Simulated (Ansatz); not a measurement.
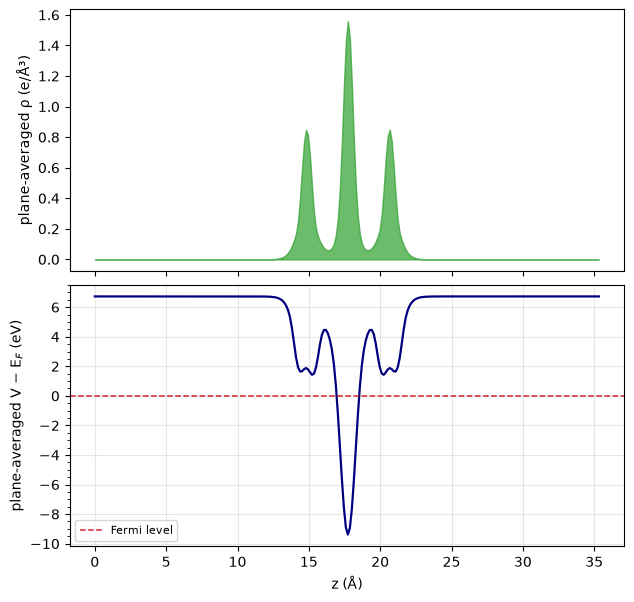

The picture shows: NaHgI2. Plane average of the electrostatic potential energy of an electron and of the valence electron density across the slab.

A structure generated by program, which may or may not match a known phase; computed without spin polarisation.

The calculation used Ansatz, DFT PBE, scalar-relativistic, plane waves, PAW.

In a PAW calculation such maps are meaningful between the atoms, not at the nuclei.

> What is the work function?

The potential is flat in the vacuum, 6.73 eV above the Fermi level; this is the work function, the same on both faces.

> How thick is the slab, and how wide the vacuum?

The outermost nuclei are 5.8 Å apart, in 3 atomic planes; the vacuum between periodic images is 29.6 Å wide.
